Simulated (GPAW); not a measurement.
# Local fields in the dielectric function of LiCl (Fm-3m), part 2 of 2

Aim: the dielectric function of LiCl (Fm-3m), with and without local fields.

GPAW 26.7.0; LDA and many-body steps on it, plane waves.

So far. Step 4 (ALDA response): The static value is 3.01. Step 5 (RPA response, local-field cutoff (8×8×8 mesh, 44 bands …): The static value is 3.36.

The database entry behind the starting cell differs from later determinations by our own check (0.1 to 0.3 % short, probably kX units), so it need not match the best structure at ambient conditions.

**7. RPA response, scissors (8×8×8 mesh, 44 bands, screening to 50 eV, broadening 0.2 eV)**

Level of this step: linear response, RPA, on LDA, plane waves, PAW (GPAW).

The input, run.py:

```python
import json
import numpy as np
from gpaw.mpi import world
from gpaw.response.df import DielectricFunction

df = DielectricFunction('full.gpw',
    ecut=50,
    nbands=44,
    eta=0.2,
    frequencies={'type': 'nonlinear', 'domega0': 0.05, 'omega2': 10.0},
    intraband=False,
    eshift=1.0,
    txt='df.txt')
res = {'optical': {}, 'eels': []}
for d in 'x':
    y0, y = df.get_dielectric_function(direction=d, xc='RPA', filename=None)
    res['optical'][d] = [y0.real, y0.imag, y.real, y.imag]
res['w'] = df.get_frequencies()
for q_c in []:
    res['eels'].append(df.get_eels_spectrum(q_c=q_c, xc='RPA', filename=None))

if world.rank == 0:
    with open('result.json', 'w') as f:
        json.dump(res, f, default=lambda x: x.tolist())
```

On the command line:

```bash
$ mpirun -n 4 gpaw python run.py
```

Numbers of over 12 decimals in the logs are rounded to 6 here.

The log of the run:

```text
Using integrator: PointIntegrator
NonLinearFrequencyDescriptor(from 0.000 to 76.484 eV, 368 points)
Nonperiodic BCs:  [False False False]
Using integrator: PointIntegrator
NonLinearFrequencyDescriptor(from 0.000 to 76.484 eV, 368 points)
Nonperiodic BCs:  [False False False]

Calculating chi0 body with:
    Ground state adapter containing:
    Number of spins: 1
    Number of kpoints: 512
    Number of irreducible kpoints: 29
    Number of completely occupied states: 4
    Number of partially occupied states: 4
    Occupied states memory: 0.565247 M / cpu

[...]
Ground state adapter containing:
    Number of spins: 1
    Number of kpoints: 512
    Number of irreducible kpoints: 29
    Number of completely occupied states: 4
    Number of partially occupied states: 4
    Occupied states memory: 0.565247 M / cpu

    Linear response parametrization:
    Number of frequency points: 368
    Planewave cutoff: 50.0
    Number of bands: 44
    Number of planewaves: 27
    Broadening (eta): 0.2
Integrating chi0 head and wings.

Symmetries of q_c:
    Direct symmetries (Uq -> q): 48
    Indirect symmetries (TUq -> q): 0
In total 48 allowed symmetries.

  [... matrices ...]
29 groups of equivalent kpoints. 94.3359375% reduction.

Integral kind: spectral function wings
```

Run time: 3.3 s. Hardware: 4 MPI ranks of Arm Neoverse V2, shared host; peak memory 0.6 GiB.

Numbers from this step:

- ε at zero frequency: 2.702
- the same without local fields: 3.139

The static value is 2.70.

The ε₂ has structure finer than the step of the table below, so its rows give means over 2.5 eV, whole bins alone (the curve runs from 0 to 39.8 eV). Peaks (eV: height): xx, no local fields 9.60: 6.00, 10.80: 7.01; xx, local fields 8.80: 3.97, 9.60: 4.27, 13.40: 3.39.

RPA, broadening 0.2 eV. Table of ε₂ by photon energy; means over each step:

| photon energy (eV) | xx, no local fields | xx, local fields |
| --- | --- | --- |
| 2.5 | 0.0237 | 0.0180 |
| 5.0 | 0.0874 | 0.0685 |
| 7.5 | 1.94 | 1.68 |
| 10.0 | 5.55 | 3.45 |
| 12.5 | 4.16 | 3.03 |
| 15.0 | 1.10 | 1.54 |
| 17.5 | 0.770 | 0.683 |
| 20.0 | 0.653 | 0.568 |
| 22.5 | 0.306 | 0.643 |
| 25.0 | 0.160 | 0.282 |
| 27.5 | 0.0852 | 0.295 |
| 30.0 | 0.0505 | 0.237 |
| 32.5 | 0.0245 | 0.198 |
| 35.0 | 0.0263 | 0.123 |
| 37.5 | 0.0223 | 0.0723 |

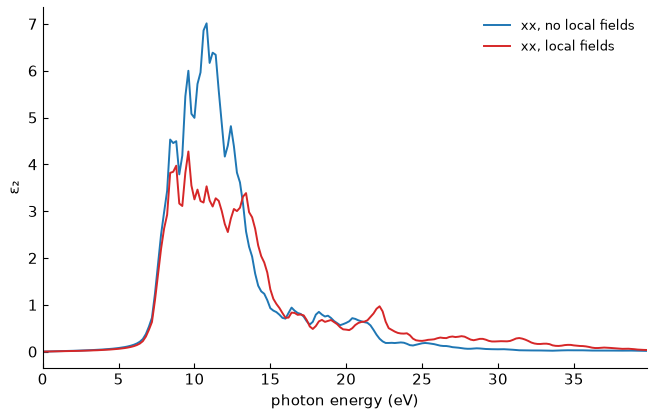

ε₂ against photon energy.

**8. RPA response, tetrahedron integration (8×8×8 mesh, 44 bands, screening to 50 eV, broadening 0.2 eV)**

run.py: that of step 7 with these lines changed.

```diff
@@ -11,3 +11,3 @@
     intraband=False,
-    eshift=1.0,
+    integrationmode='tetrahedron integration',
     txt='df.txt')
```

On the command line:

```bash
$ mpirun -n 4 gpaw python run.py
```

The log of the run:

```text
Using integrator: TetrahedronIntegrator
NonLinearFrequencyDescriptor(from 0.000 to 76.484 eV, 368 points)
Nonperiodic BCs:  [False False False]
Using integrator: TetrahedronIntegrator
NonLinearFrequencyDescriptor(from 0.000 to 76.484 eV, 368 points)
Nonperiodic BCs:  [False False False]

Calculating chi0 body with:
    Ground state adapter containing:
    Number of spins: 1
    Number of kpoints: 512
    Number of irreducible kpoints: 29
    Number of completely occupied states: 4
    Number of partially occupied states: 4
    Occupied states memory: 0.565247 M / cpu

[...]
Ground state adapter containing:
    Number of spins: 1
    Number of kpoints: 512
    Number of irreducible kpoints: 29
    Number of completely occupied states: 4
    Number of partially occupied states: 4
    Occupied states memory: 0.565247 M / cpu

    Linear response parametrization:
    Number of frequency points: 368
    Planewave cutoff: 50.0
    Number of bands: 44
    Number of planewaves: 27
    Broadening (eta): 0.2
Integrating chi0 head and wings.

Symmetries of q_c:
    Direct symmetries (Uq -> q): 48
    Indirect symmetries (TUq -> q): 0
In total 48 allowed symmetries.

  [... matrices ...]
29 groups of equivalent kpoints. 94.3359375% reduction.
```

It took 4.3 s on 4 MPI ranks; peak memory 0.84 GiB; 17 s of CPU time.

This step gave:

* ε at zero frequency: 2.865
* the same without local fields: 3.366

The static value is 2.87.

**9. RPA response, more bands than the file holds (8×8×8 mesh, 132 bands, screening to 30 eV, broadening 0.2 eV)**

run.py: that of step 8 with these lines changed.

```diff
@@ -6,4 +6,4 @@
 df = DielectricFunction('full.gpw',
-    ecut=50,
-    nbands=44,
+    ecut=30,
+    nbands=132,
     eta=0.2,
@@ -11,3 +11,2 @@
     intraband=False,
-    integrationmode='tetrahedron integration',
     txt='df.txt')
```

On the command line:

```bash
$ mpirun -n 4 gpaw python run.py
```

The log of the run:

```text

--- the script ended with ---
AssertionError: (132, 51)
```

Elapsed: 12 s, on 4 MPI ranks; peak memory 0.54 GiB.

The run stopped with an error after 12 s.

The fault put into this input: more bands than the file holds.

**10. The runs together**

Times are wall times on 4 MPI ranks of Arm Neoverse V2, shared host, good to a factor of about two.

| run | ε(0) | without local fields | time |
| --- | --- | --- | --- |
| RPA response | 2.86 | 3.36 | 8.9 s |
| ALDA response | 3.01 | 3.36 | 4.2 s |
| RPA response, local-field cutoff (8×8×8 mesh, 44 bands, screening to 5 eV, broadening 0.2 eV) | 3.36 | 3.36 | 3.8 s |
| RPA response, fewer bands (8×8×8 mesh, 6 bands, screening to 50 eV, broadening 0.2 eV) | 2.49 | 2.63 | 2.6 s |
| RPA response, scissors (8×8×8 mesh, 44 bands, screening to 50 eV, broadening 0.2 eV) | 2.70 | 3.14 | 3.3 s |
| RPA response, tetrahedron integration (8×8×8 mesh, 44 bands, screening to 50 eV, broadening 0.2 eV) | 2.87 | 3.37 | 4.3 s |

**11. What came out**

* RPA response: ε(0) 2.86
* ALDA response: ε(0) 3.01
* RPA response, local-field cutoff (8×8×8 mesh, 44 bands, screening to 5 eV, broadening 0.2 eV): ε(0) 3.36
* RPA response, fewer bands (8×8×8 mesh, 6 bands, screening to 50 eV, broadening 0.2 eV): ε(0) 2.49
* RPA response, scissors (8×8×8 mesh, 44 bands, screening to 50 eV, broadening 0.2 eV): ε(0) 2.70
* RPA response, tetrahedron integration (8×8×8 mesh, 44 bands, screening to 50 eV, broadening 0.2 eV): ε(0) 2.87

In the optical limit the electronic ε(0) is 2.86, against 3.36 without local fields. ALDA response: ε(0) = 3.01. RPA response, local-field cutoff (8×8×8 mesh, 44 bands, screening to 5 eV, broadening 0.2 eV): ε(0) = 3.36. RPA response, fewer bands (8×8×8 mesh, 6 bands, screening to 50 eV, broadening 0.2 eV): ε(0) = 2.49. RPA response, scissors (8×8×8 mesh, 44 bands, screening to 50 eV, broadening 0.2 eV): ε(0) = 2.70. RPA response, tetrahedron integration (8×8×8 mesh, 44 bands, screening to 50 eV, broadening 0.2 eV): ε(0) = 2.87. ε(0) converges slowly with a Γ-centred mesh, and this one is not shown settled. Unless a shift is named, the levels are those of the density functional, and only a kernel with a long-range part can bind an exciton.

[Paths, hosts, dates, memory and timing lines, banners, echoed tables and standing remarks are left out of the program output.]

[Logs are printed without paths, hosts, clocks, repeated set-up lines and the standing remarks that a program may print on its own settings, such as how far it seeks lower states.]

[Runs of the session that timed out or met a known fault of the program may be left out.]

[Hosts, paths, dates, database ids (printed as entryN), source tags and the programs' standing remarks are cut or masked in the printed files.]
